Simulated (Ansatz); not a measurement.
Molecular dynamics, with input and output: CHBrF2

System: CHBrF2.
Method: RKS BLYP-d3bj/6-31G* (Ansatz 0.2.0).

The geometry comes from this level: PBE0-D4/def2-TZVP. Figures and captions count atoms from 1; the log counts them from 0 in places.

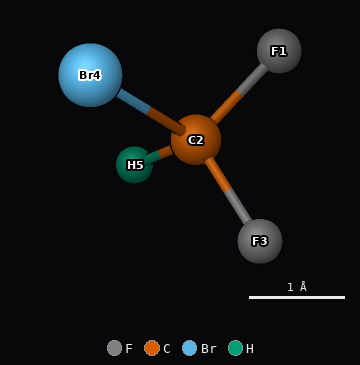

Fig. 1: The structure as given in the input (ball-and-stick view, seen at a tilt; atoms are numbered from 1 in the order of the input). Bond lengths as drawn: Br–C 1.94 Å, C–F 1.33 Å and C–H 1.09 Å.

### The input
```yaml
crystal:
  periodic: [false, false, false]
  atoms:
    - {symbol: F, position_ang: [0.184843, -0.638789, 1.192701]}
    - {symbol: C, position_ang: [0.151785, 0.004514, 0.026641]}
    - {symbol: F, position_ang: [0.717377, -0.768461, -0.899232]}
    - {symbol: Br, position_ang: [-1.685534, 0.375154, -0.464051]}
    - {symbol: H, position_ang: [0.681530, 0.953982, 0.102642]}
basis:
  gaussian: {orbitals: "6-31G*"}
hamiltonian: {xc: {name: BLYP}, dispersion: d3bj}
md: {timestep: 0.5 fs, n_steps: 20, ensemble: nvt_nose_hoover, temperature: 700, initial_velocities: maxwell_boltzmann, seed: 9}
```

Hardware: 4 threads of Arm Neoverse V1, 23 GiB of memory available, shared host.

Command:
```bash
ansatz run in.yaml --threads 4 --pin off --events-out ev --progress --plain --max-ram 10444MiB
```

### What the program printed
```
Functional definition: BLYP
  name "BLYP"
  cite "Becke, Phys. Rev. A 38, 3098 (1988) doi:10.1103/PhysRevA.38.3098"
  cite "Lee, Yang & Parr, Phys. Rev. B 37, 785 (1988) doi:10.1103/PhysRevB.37.785"
  parameter beta = 0.0042
  parameter a = 0.04918
  parameter b = 0.132
  parameter c = 0.2533
  parameter d = 0.349
  exchange = b88_x(beta = beta)
  correlation = lyp_c(a = a, b = b, c = c, d = d)
817 factors; their error is unknown
mean field evaluation 1: about -76523.2865 eV, gradient 2.9e1 eV
mean field evaluation 2: about -76521.5716 eV, gradient 4.6e1 eV
mean field evaluation 4: about -76524.5071 eV, gradient 1.5e0 eV
mean field evaluation 8: about -76524.4682 eV, gradient 2.0e-1 eV
mean field evaluation 16: about -76524.4682 eV, gradient 3.2e-5 eV
mean field -76524.46824315 eV, -2812.2223377882 hartree, gradient 3.2e-5 eV, S^2 0.000000; 0 other end points of the search recorded, 0 dependent functions left out
the calculation of the forces begins
reference -76524.46845617 eV, -2812.2223456166 hartree; 30, 30 occupied and 52, 52 virtual orbitals, 817 factors
md step     0: t =     0.00 fs  T =   700.0 K  F+E_penalty+E_count = -76524.63433490 eV  E_kin = 0.271446 eV  conserved = -76524.36288890 eV  (26 SCF iters)
these checks for a lower state are left out or cut short: starts, cluster_reference, orbital_swaps, neighbouring_geometries, increment
817 factors; their error is unknown
mean field -76524.46550200 eV, -2812.2222370527 hartree, gradient 2.6e-5 eV, S^2 0.000000; 0 other end points of the search recorded, 0 dependent functions left out
[... from here on the field's lines of each further geometry are left out, up to the last ...]
md step     1: t =     0.50 fs  T =   693.0 K  F+E_penalty+E_count = -76524.63164730 eV  E_kin = 0.268749 eV  conserved = -76524.36289835 eV  (29 SCF iters)
md step     2: t =     1.00 fs  T =   670.0 K  F+E_penalty+E_count = -76524.62262675 eV  E_kin = 0.259811 eV  conserved = -76524.36281576 eV  (29 SCF iters)
md step     3: t =     1.50 fs  T =   633.9 K  F+E_penalty+E_count = -76524.60847775 eV  E_kin = 0.245799 eV  conserved = -76524.36267947 eV  (31 SCF iters)
md step     4: t =     2.00 fs  T =   589.9 K  F+E_penalty+E_count = -76524.59128402 eV  E_kin = 0.228756 eV  conserved = -76524.36253123 eV  (31 SCF iters)
md step     5: t =     2.50 fs  T =   544.0 K  F+E_penalty+E_count = -76524.57335808 eV  E_kin = 0.210960 eV  conserved = -76524.36240457 eV  (30 SCF iters)
md step     6: t =     3.00 fs  T =   501.3 K  F+E_penalty+E_count = -76524.55669789 eV  E_kin = 0.194388 eV  conserved = -76524.36232192 eV  (31 SCF iters)
md step     7: t =     3.50 fs  T =   465.1 K  F+E_penalty+E_count = -76524.54261726 eV  E_kin = 0.180342 eV  conserved = -76524.36229436 eV  (30 SCF iters)
md step     8: t =     4.00 fs  T =   436.5 K  F+E_penalty+E_count = -76524.53155415 eV  E_kin = 0.169260 eV  conserved = -76524.36232354 eV  (31 SCF iters)
md step     9: t =     4.50 fs  T =   414.4 K  F+E_penalty+E_count = -76524.52304020 eV  E_kin = 0.160679 eV  conserved = -76524.36240301 eV  (31 SCF iters)
md step    10: t =     5.00 fs  T =   395.5 K  F+E_penalty+E_count = -76524.51582519 eV  E_kin = 0.153368 eV  conserved = -76524.36251449 eV  (29 SCF iters)
md step    11: t =     5.50 fs  T =   375.5 K  F+E_penalty+E_count = -76524.50817974 eV  E_kin = 0.145626 eV  conserved = -76524.36262850 eV  (28 SCF iters)
md step    12: t =     6.00 fs  T =   350.1 K  F+E_penalty+E_count = -76524.49838050 eV  E_kin = 0.135770 eV  conserved = -76524.36270543 eV  (28 SCF iters)
md step    13: t =     6.50 fs  T =   316.5 K  F+E_penalty+E_count = -76524.48533857 eV  E_kin = 0.122751 eV  conserved = -76524.36270389 eV  (29 SCF iters)
md step    14: t =     7.00 fs  T =   275.3 K  F+E_penalty+E_count = -76524.46922238 eV  E_kin = 0.106760 eV  conserved = -76524.36260038 eV  (29 SCF iters)
md step    15: t =     7.50 fs  T =   230.9 K  F+E_penalty+E_count = -76524.45178916 eV  E_kin = 0.089540 eV  conserved = -76524.36240917 eV  (29 SCF iters)
md step    16: t =     8.00 fs  T =   191.1 K  F+E_penalty+E_count = -76524.43611480 eV  E_kin = 0.074104 eV  conserved = -76524.36219204 eV  (29 SCF iters)
md step    17: t =     8.50 fs  T =   164.4 K  F+E_penalty+E_count = -76524.42560558 eV  E_kin = 0.063766 eV  conserved = -76524.36204100 eV  (26 SCF iters)
md step    18: t =     9.00 fs  T =   156.8 K  F+E_penalty+E_count = -76524.42260243 eV  E_kin = 0.060797 eV  conserved = -76524.36202801 eV  (29 SCF iters)
md step    19: t =     9.50 fs  T =   168.6 K  F+E_penalty+E_count = -76524.42729902 eV  E_kin = 0.065383 eV  conserved = -76524.36216180 eV  (29 SCF iters)
the calculation of the forces begins
reference -76524.27081503 eV, -2812.2150824384 hartree; 30, 30 occupied and 52, 52 virtual orbitals, 817 factors
817 factors; their error is unknown
mean field evaluation 192: about -76524.2706 eV, gradient 1.1e-4 eV
mean field -76524.27060383 eV, -2812.2150746771 hartree, gradient 2.0e-5 eV, S^2 0.000000; 1 other end points of the search recorded, 0 dependent functions left out
the calculation of the forces begins
reference -76524.27081503 eV, -2812.2150824384 hartree; 30, 30 occupied and 52, 52 virtual orbitals, 817 factors
md step    20: t =    10.00 fs  T =   194.7 K  F+E_penalty+E_count = -76524.43762301 eV  E_kin = 0.075518 eV  conserved = -76524.36237975 eV  (27 SCF iters)
```

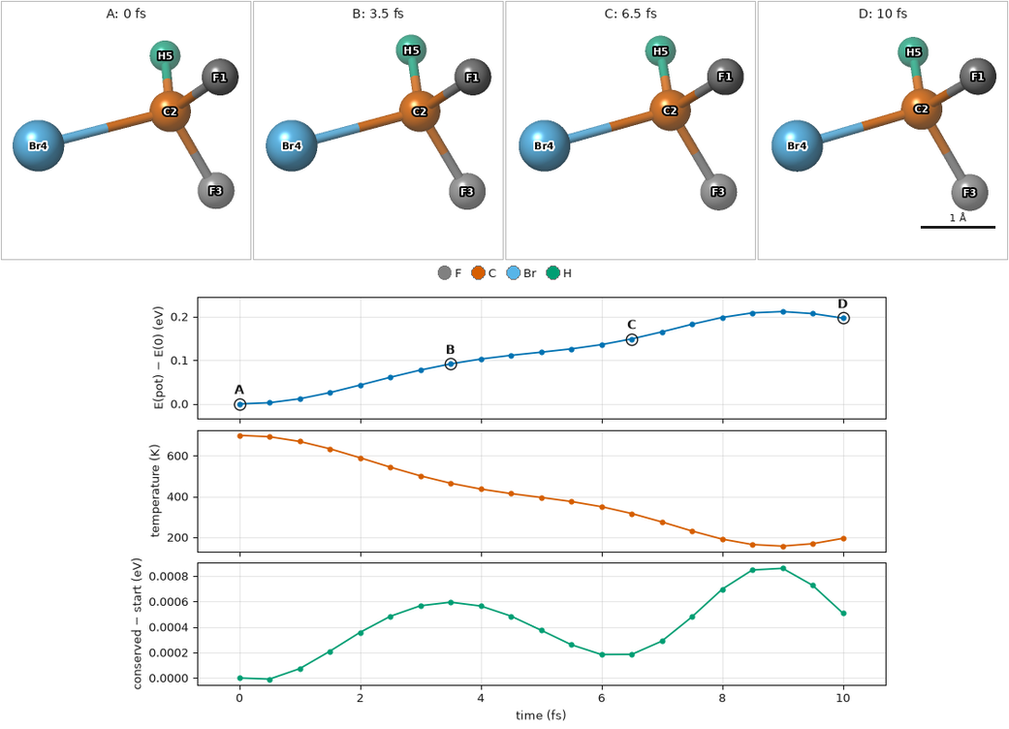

Fig. 2: Frames of the molecular dynamics (ball-and-stick, seen at a tilt) above the curves, on which the letters mark them. The trajectory kept here has 21 frames over 10 fs. The temperature starts at 700 K, ranges from 157 to 700 K and averages 256 K over the second half. The potential energy ends 0.197 eV above its first value. The conserved quantity stays within 0.00087 eV. After an unweighted best fit of the last frame on the first, the root-mean-square displacement is 0.06 Å.

```
Total energy: -76524.43783421 eV, -2812.2212202802 hartree
Atom 0 at     0.183020    -0.647697     1.212877 Å, force    -0.142152     0.528296    -0.119307 eV/Å
Atom 1 at     0.093048     0.065516     0.032454 Å, force     1.534226    -2.449230     0.477570 eV/Å
Atom 2 at     0.666703    -0.765382    -0.921052 Å, force     0.208750     0.830256     0.221184 eV/Å
Atom 3 at    -1.662636     0.366502    -0.465038 Å, force    -2.586493     0.421695    -0.532110 eV/Å
Atom 4 at     0.555789     1.022814     0.142577 Å, force     0.985668     0.668983    -0.047337 eV/Å
Dipole moment:     0.086147     0.279818     0.016521 e Å
```

### Trajectory as extended XYZ (Å, eV, eV/Å), 21 frames, from step=0 to step=20
```
5
Properties=species:S:1:pos:R:3:forces:R:3 step=0 time_fs=0.0 energy=-76524.63433 temperature=700.0
F     0.1848   -0.6388    1.1927   -0.0224  -0.5162   1.1276
C     0.1518    0.0045    0.0266    0.4637   0.5715   0.0826
F     0.7174   -0.7685   -0.8992    0.5022  -0.6440  -0.9335
Br   -1.6855    0.3752   -0.4641   -1.0794   0.2431  -0.2898
H     0.6815    0.9540    0.1026    0.1359   0.3456   0.0132
5
Properties=species:S:1:pos:R:3:forces:R:3 step=1 time_fs=0.5 energy=-76524.63165 temperature=693.0
F     0.1849   -0.6391    1.1930   -0.0386  -0.4756   1.0628
C     0.1460    0.0069    0.0259    0.7388   0.7869   0.1812
F     0.7144   -0.7684   -0.8998    0.4844  -0.5278  -0.8677
Br   -1.6839    0.3746   -0.4640   -1.1950   0.2442  -0.3152
H     0.6732    0.9708    0.1105    0.0104  -0.0278  -0.0610
5
Properties=species:S:1:pos:R:3:forces:R:3 step=2 time_fs=1.0 energy=-76524.62263 temperature=670.0
F     0.1849   -0.6394    1.1934   -0.0542  -0.4289   0.9905
C     0.1404    0.0094    0.0252    0.9970   0.9674   0.2816
F     0.7115   -0.7685   -0.9004    0.4638  -0.4102  -0.7981
Br   -1.6822    0.3741   -0.4639   -1.3107   0.2458  -0.3408
H     0.6648    0.9876    0.1182   -0.0959  -0.3741  -0.1332
5
Properties=species:S:1:pos:R:3:forces:R:3 step=3 time_fs=1.5 energy=-76524.60848 temperature=633.9
F     0.1849   -0.6398    1.1939   -0.0690  -0.3769   0.9128
C     0.1350    0.0122    0.0245    1.2285   1.0943   0.3798
F     0.7087   -0.7685   -0.9012    0.4409  -0.2927  -0.7261
Br   -1.6806    0.3736   -0.4638   -1.4261   0.2480  -0.3664
H     0.6562    1.0035    0.1255   -0.1743  -0.6726  -0.2000
5
Properties=species:S:1:pos:R:3:forces:R:3 step=4 time_fs=2.0 energy=-76524.59128 temperature=589.9
F     0.1850   -0.6403    1.1946   -0.0832  -0.3206   0.8313
C     0.1298    0.0151    0.0239    1.4280   1.1574   0.4724
F     0.7059   -0.7687   -0.9020    0.4165  -0.1764  -0.6528
Br   -1.6791    0.3732   -0.4638   -1.5404   0.2510  -0.3917
H     0.6473    1.0177    0.1324   -0.2210  -0.9114  -0.2592
5
Properties=species:S:1:pos:R:3:forces:R:3 step=5 time_fs=2.5 energy=-76524.57336 temperature=544.0
F     0.1850   -0.6408    1.1953   -0.0966  -0.2610   0.7481
C     0.1249    0.0183    0.0234    1.5934   1.1526   0.5566
F     0.7032   -0.7688   -0.9030    0.3913  -0.0626  -0.5792
Br   -1.6776    0.3727   -0.4638   -1.6531   0.2551  -0.4166
H     0.6377    1.0298    0.1387   -0.2349  -1.0842  -0.3089
5
Properties=species:S:1:pos:R:3:forces:R:3 step=6 time_fs=3.0 energy=-76524.55670 temperature=501.3
F     0.1850   -0.6413    1.1962   -0.1093  -0.1992   0.6648
C     0.1204    0.0218    0.0230    1.7239   1.0792   0.6300
F     0.7005   -0.7690   -0.9040    0.3659   0.0481  -0.5062
Br   -1.6761    0.3722   -0.4637   -1.7637   0.2603  -0.4408
H     0.6277    1.0393    0.1442   -0.2168  -1.1884  -0.3478
5
Properties=species:S:1:pos:R:3:forces:R:3 step=7 time_fs=3.5 energy=-76524.54262 temperature=465.1
F     0.1850   -0.6418    1.1971   -0.1211  -0.1360   0.5829
C     0.1161    0.0254    0.0228    1.8191   0.9380   0.6905
F     0.6978   -0.7691   -0.9050    0.3411   0.1547  -0.4344
Br   -1.6747    0.3717   -0.4637   -1.8714   0.2665  -0.4640
H     0.6170    1.0459    0.1489   -0.1677  -1.2232  -0.3750
5
Properties=species:S:1:pos:R:3:forces:R:3 step=8 time_fs=4.0 energy=-76524.53155 temperature=436.5
F     0.1849   -0.6424    1.1981   -0.1318  -0.0724   0.5035
C     0.1123    0.0292    0.0227    1.8785   0.7300   0.7366
F     0.6953   -0.7692   -0.9061    0.3174   0.2565  -0.3644
Br   -1.6734    0.3713   -0.4637   -1.9753   0.2738  -0.4860
H     0.6060    1.0496    0.1528   -0.0888  -1.1879  -0.3897
5
Properties=species:S:1:pos:R:3:forces:R:3 step=9 time_fs=4.5 energy=-76524.52304 temperature=414.4
F     0.1849   -0.6430    1.1992   -0.1412  -0.0090   0.4275
C     0.1088    0.0332    0.0227    1.9018   0.4564   0.7668
F     0.6927   -0.7693   -0.9073    0.2954   0.3529  -0.2967
Br   -1.6721    0.3708   -0.4637   -2.0745   0.2821  -0.5063
H     0.5948    1.0505    0.1556    0.0185  -1.0824  -0.3912
5
Properties=species:S:1:pos:R:3:forces:R:3 step=10 time_fs=5.0 energy=-76524.51582 temperature=395.5
F     0.1848   -0.6435    1.2003   -0.1491   0.0537   0.3555
C     0.1057    0.0373    0.0229    1.8886   0.1193   0.7801
F     0.6902   -0.7694   -0.9085    0.2755   0.4431  -0.2317
Br   -1.6709    0.3704   -0.4638   -2.1679   0.2914  -0.5246
H     0.5837    1.0488    0.1576    0.1529  -0.9076  -0.3793
5
Properties=species:S:1:pos:R:3:forces:R:3 step=11 time_fs=5.5 energy=-76524.50818 temperature=375.5
F     0.1847   -0.6441    1.2015   -0.1554   0.1153   0.2879
C     0.1030    0.0413    0.0232    1.8402  -0.2762   0.7762
F     0.6877   -0.7694   -0.9098    0.2580   0.5265  -0.1696
Br   -1.6697    0.3699   -0.4638   -2.2542   0.3017  -0.5405
H     0.5729    1.0449    0.1586    0.3113  -0.6672  -0.3540
5
Properties=species:S:1:pos:R:3:forces:R:3 step=12 time_fs=6.0 energy=-76524.49838 temperature=350.1
F     0.1846   -0.6446    1.2027   -0.1599   0.1752   0.2249
C     0.1007    0.0454    0.0237    1.7605  -0.7197   0.7559
F     0.6853   -0.7693   -0.9110    0.2431   0.6022  -0.1108
Br   -1.6687    0.3695   -0.4639   -2.3324   0.3128  -0.5536
H     0.5628    1.0394    0.1588    0.4888  -0.3705  -0.3164
5
Properties=species:S:1:pos:R:3:forces:R:3 step=13 time_fs=6.5 energy=-76524.48534 temperature=316.5
F     0.1845   -0.6452    1.2040   -0.1627   0.2331   0.1664
C     0.0987    0.0493    0.0244    1.6569  -1.1923   0.7216
F     0.6828   -0.7691   -0.9123    0.2309   0.6692  -0.0554
Br   -1.6676    0.3691   -0.4640   -2.4015   0.3248  -0.5636
H     0.5539    1.0331    0.1582    0.6764  -0.0349  -0.2689
5
Properties=species:S:1:pos:R:3:forces:R:3 step=14 time_fs=7.0 energy=-76524.46922 temperature=275.3
F     0.1843   -0.6457    1.2052   -0.1638   0.2885   0.1124
C     0.0970    0.0529    0.0251    1.5422  -1.6645   0.6773
F     0.6805   -0.7689   -0.9136    0.2211   0.7267  -0.0036
Br   -1.6667    0.3687   -0.4641   -2.4605   0.3375  -0.5702
H     0.5466    1.0266    0.1570    0.8610   0.3117  -0.2158
5
Properties=species:S:1:pos:R:3:forces:R:3 step=15 time_fs=7.5 energy=-76524.45179 temperature=230.9
F     0.1842   -0.6461    1.2065   -0.1633   0.3408   0.0626
C     0.0957    0.0562    0.0261    1.4333  -2.0969   0.6287
F     0.6781   -0.7686   -0.9148    0.2138   0.7736   0.0443
Br   -1.6658    0.3683   -0.4642   -2.5089   0.3509  -0.5732
H     0.5414    1.0209    0.1552    1.0251   0.6317  -0.1624
5
Properties=species:S:1:pos:R:3:forces:R:3 step=16 time_fs=8.0 energy=-76524.43612 temperature=191.1
F     0.1840   -0.6466    1.2078   -0.1614   0.3890   0.0173
C     0.0946    0.0591    0.0271    1.3503  -2.4449   0.5819
F     0.6758   -0.7681   -0.9161    0.2087   0.8091   0.0881
Br   -1.6650    0.3679   -0.4643   -2.5464   0.3646  -0.5723
H     0.5386    1.0167    0.1531    1.1488   0.8822  -0.1149
5
Properties=species:S:1:pos:R:3:forces:R:3 step=17 time_fs=8.5 energy=-76524.42561 temperature=164.4
F     0.1838   -0.6469    1.2091   -0.1583   0.4325  -0.0237
C     0.0938    0.0615    0.0283    1.3116  -2.6681   0.5422
F     0.6735   -0.7676   -0.9174    0.2056   0.8324   0.1278
Br   -1.6643    0.3676   -0.4645   -2.5728   0.3787  -0.5677
H     0.5386    1.0146    0.1507    1.2139   1.0245  -0.0785
5
Properties=species:S:1:pos:R:3:forces:R:3 step=18 time_fs=9.0 energy=-76524.42260 temperature=156.8
F     0.1835   -0.6472    1.2103   -0.1540   0.4706  -0.0603
C     0.0933    0.0634    0.0296    1.3296  -2.7410   0.5126
F     0.6712   -0.7670   -0.9186    0.2045   0.8435   0.1631
Br   -1.6637    0.3672   -0.4647   -2.5883   0.3929  -0.5594
H     0.5415    1.0150    0.1481    1.2082   1.0340  -0.0560
5
Properties=species:S:1:pos:R:3:forces:R:3 step=19 time_fs=9.5 energy=-76524.42730 temperature=168.6
F     0.1833   -0.6475    1.2116   -0.1487   0.5026  -0.0922
C     0.0930    0.0647    0.0310    1.4067  -2.6610   0.4922
F     0.6689   -0.7662   -0.9198    0.2055   0.8426   0.1943
Br   -1.6631    0.3668   -0.4648   -2.5928   0.4073  -0.5475
H     0.5473    1.0178    0.1454    1.1293   0.9085  -0.0467
5
Properties=species:S:1:pos:R:3:forces:R:3 step=20 time_fs=10.0 energy=-76524.43762 temperature=194.7
F     0.1830   -0.6477    1.2129   -0.1422   0.5283  -0.1193
C     0.0930    0.0655    0.0325    1.5342  -2.4492   0.4776
F     0.6667   -0.7654   -0.9211    0.2087   0.8303   0.2212
Br   -1.6626    0.3665   -0.4650   -2.5865   0.4217  -0.5321
H     0.5558    1.0228    0.1426    0.9857   0.6690  -0.0473
```

### Summary

```json
{"quantity": "outcome", "value": "finished"}
{"quantity": "mean temperature over the second half", "value": "256 K"}
{"quantity": "trajectory", "value": "20 steps, 10 fs"}
{"quantity": "ensemble", "value": "nvt_nose_hoover"}
{"quantity": "temperature in the input", "value": "700 K"}
{"quantity": "time step", "value": "0.5 fs"}
{"quantity": "potential energy (last step)", "value": "−76524.4378 eV"}
{"quantity": "mean-field energy (last step)", "value": "−76524.2708 eV"}
{"quantity": "dispersion energy (last step)", "value": "−0.1670 eV"}
{"quantity": "SCF solution under orbital rotations (last step)", "value": "stable"}
{"quantity": "largest force (length of the vector) (last step)", "value": "2.929 eV/Å"}
{"quantity": "dipole moment (last step)", "value": "1.41 D"}
{"quantity": "wall time", "value": "13 s (CPU time 46 s)"}
{"quantity": "peak memory", "value": "0.14 GiB"}
```

### Notes

So short a trajectory is not equilibrated. The temperature stays far from the 700 K of the thermostat over the second half: the run isn't equilibrated.
